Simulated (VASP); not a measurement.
Band structure of ZnS (space group F-43m). Computed with modified Becke-Johnson potential (mBJ), VASP's PBE PAW potentials (set 64) (plane waves; VASP 6.6.1).

mBJ is a potential without an energy functional, so only the levels count.

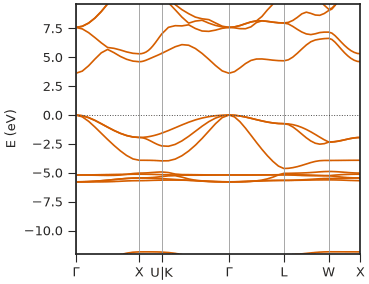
*Bands along high-symmetry lines, zero at the valence-band maximum or, without a gap, the Fermi level*

Question: Read the plot: is there a gap, and where are the band edges?

Answer: The gap is direct, 3.62 eV, from the valence maximum at Γ to the conduction minimum at Γ.

The structure comes from a computed database's ZnS entry (F-43m); how it stands against other phases isn't given here. It was relaxed first. The cell's shape comes from a PBE relaxation.
